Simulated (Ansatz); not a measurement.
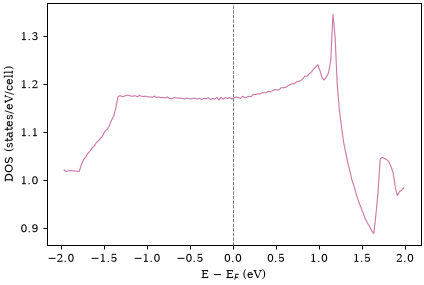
Figure: Density of states of SnSb (Pm-3m) near the Fermi level, PBEsol, rigid bands in Ansatz (an electronic-structure program).

With 2 atoms a cell, what bare Sommerfeld coefficient γ = (π²/3) k_B² N(E_F) follows?

N(E_F) ≈ 1.17 states/eV a cell at 300 K, so γ ≈ 1.38 mJ/(mol of atoms·K²), before many-body enhancement (phonons, spin fluctuations, correlation).

How far does the Fermi level move in a rigid band for 0.1 electron a cell added or removed?

85 meV and -85 meV.

A metal at this level (no band gap); rigid bands, thermally averaged at 300 K, both spins. Spin-orbit coupling is left out. Geometry: cell and atoms relaxed with PBEsol.

Computed structure with no diffraction record at hand here (it may be known, metastable or hypothetical): SnSb (Pm-3m).
